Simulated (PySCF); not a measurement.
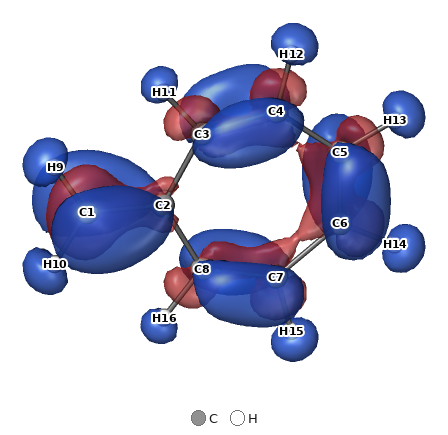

*C8H8, SMILES `C=C1C=CC=CC=C1`. Fukui function f⁻ = ρ(N) − ρ(N−1) at fixed geometry, surfaces at ±0.02 e/Å³ (blue positive, red negative).*

Level of theory: PBE0/6-31G* (PySCF), at a geometry from GFN2-xTB. No frequency check shows the geometry to be a minimum.

Coordinates in Å:

```
C1       2.6146   -0.0002    0.0000
C2       1.2689    0.0003    0.0000
C3       0.5717   -1.2752    0.0000
C4      -0.7414   -1.5607    0.0000
C5      -1.8704   -0.6734    0.0000
C6      -1.8704    0.6734    0.0000
C7      -0.7414    1.5606    0.0000
C8       0.5717    1.2752    0.0000
H9       3.1823   -0.9141    0.0000
H10      3.1822    0.9141    0.0000
H11      1.2482   -2.1228    0.0000
H12     -1.0076   -2.6114    0.0000
H13     -2.8330   -1.1703    0.0000
H14     -2.8330    1.1702    0.0000
H15     -1.0076    2.6113    0.0000
H16      1.2482    2.1228    0.0000
```

### On which atoms does the density change most on removal of an electron?

f⁻ (Hirshfeld-condensed) is largest on C1 (0.16); the vertical ionisation energy is 7.02 eV. Condensed values hint at sites of electrophilic attack but needn't mark the atom that reacts. Orbital relaxation makes it negative in places (0.20 e in all).

```json
{"atom": "C1", "f⁻": "+0.16", "charge": "−0.13"}
{"atom": "C2", "f⁻": "+0.05", "charge": "0.00"}
{"atom": "C3", "f⁻": "+0.06", "charge": "−0.03"}
{"atom": "C4", "f⁻": "+0.08", "charge": "−0.05"}
{"atom": "C5", "f⁻": "+0.08", "charge": "−0.04"}
{"atom": "C6", "f⁻": "+0.08", "charge": "−0.04"}
{"atom": "C7", "f⁻": "+0.08", "charge": "−0.05"}
{"atom": "C8", "f⁻": "+0.06", "charge": "−0.03"}
{"atom": "H9", "f⁻": "+0.05", "charge": "+0.04"}
{"atom": "H10", "f⁻": "+0.05", "charge": "+0.04"}
{"atom": "H11", "f⁻": "+0.03", "charge": "+0.05"}
{"atom": "H12", "f⁻": "+0.04", "charge": "+0.05"}
{"atom": "H13", "f⁻": "+0.04", "charge": "+0.05"}
{"atom": "H14", "f⁻": "+0.04", "charge": "+0.05"}
{"atom": "H15", "f⁻": "+0.04", "charge": "+0.05"}
{"atom": "H16", "f⁻": "+0.03", "charge": "+0.05"}
```
